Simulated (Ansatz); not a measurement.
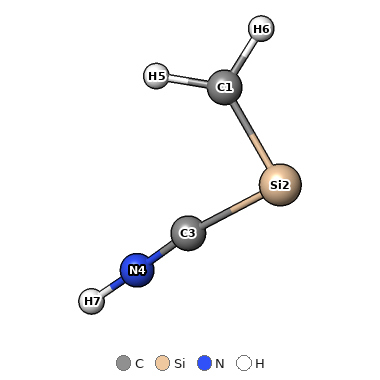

The system is C2H3NSi, SMILES C=[Si]=C=N; the picture shows the grid point nearest to the relaxed geometry. Two internal coordinates are moved rigidly from the geometry relaxed at PBE0-D4/def2-TZVP, all others fixed. First axis: bond N4–H7. Second axis: torsion H5–C1–Si2–C3. The scan uses a 7 × 5 grid. All energies are given in kJ/mol relative to the lowest grid point. Level of theory: Ansatz, RKS PBE-D4/def2-TZVPP.

Its coordinates:

```
atom    x (Å)    y (Å)    z (Å)
   C  -0.9885   1.1732  -0.1323
  Si   0.2814   1.0855   1.0795
   C   1.2690  -0.0613  -0.0872
   N   1.9669  -0.7618  -0.6970
   H  -1.2395   0.4581  -0.9092
   H  -1.6357   2.0494  -0.1404
   H   2.5631  -1.3742  -1.2482
```

Range: bond N4–H7 from 0.896 to 1.195 Å; torsion H5–C1–Si2–C3 from 26 to 170°.

What landscape does the calculation give?

Answer. The lowest grid point is at bond N4–H7 = 1.017 Å, torsion H5–C1–Si2–C3 = 170°. The energy also falls towards the edge at bond N4–H7 = 1.017 Å, torsion H5–C1–Si2–C3 = 26° (8 kJ/mol above the lowest), where a further well may lie outside the range. The highest grid point, bond N4–H7 = 1.195 Å, torsion H5–C1–Si2–C3 = 98°, lies 229 kJ/mol above the lowest.

```tsv
torsion H5–C1–Si2–C3 ↓, bond N4–H7 →	0.896	0.925	0.968	1.017	1.072	1.132	1.195
170	32	16	2	0	9	29	58
134	85	69	56	53	63	83	111
98	203	187	174	171	181	201	229
62	124	107	94	92	101	121	149
26	40	24	11	8	17	38	66
```

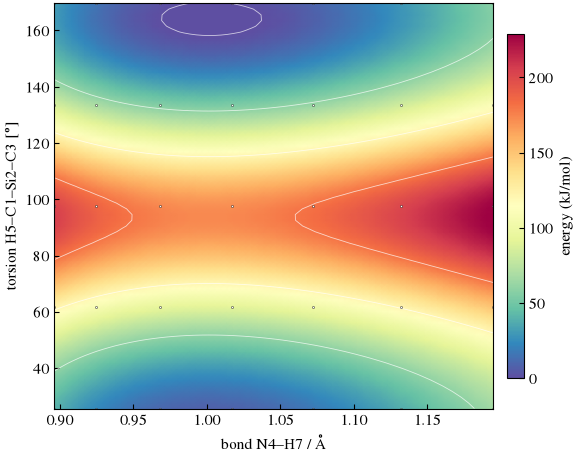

In the figure: a smooth colour map with a few white contour lines, dots at the grid points. Between grid points the surface is interpolated.
